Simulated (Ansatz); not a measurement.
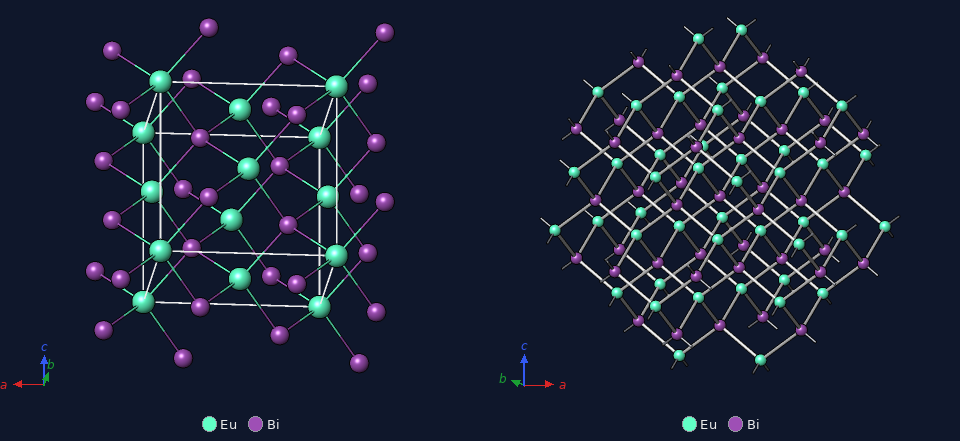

Left: the structure. Right: its underlying net. Nodes are coloured by element. Edges to nodes outside the piece are drawn as stubs.

EuBi (space group F-43m, No. 216): the input geometry of an electronic-structure calculation (not necessarily at equilibrium); the starting structure was generated, so it need not be a known form of this composition.

Bonds are taken as Bi–Eu below 3.4 Å. Simplification: prune 0- and 1-connected atoms, fold 2-connected ones into links.

The result is a uninodal 4-connected, three-periodic net: Eu and Bi are 4-connected nodes. It is the dia net, known from diamond, zinc blende and cristobalite. It is a single net, without interpenetration.

| node | links | point symbol | coordination sequence |
| --- | --- | --- | --- |
| Eu and Bi | 4 | 6⁶ | 4 12 24 42 64 |
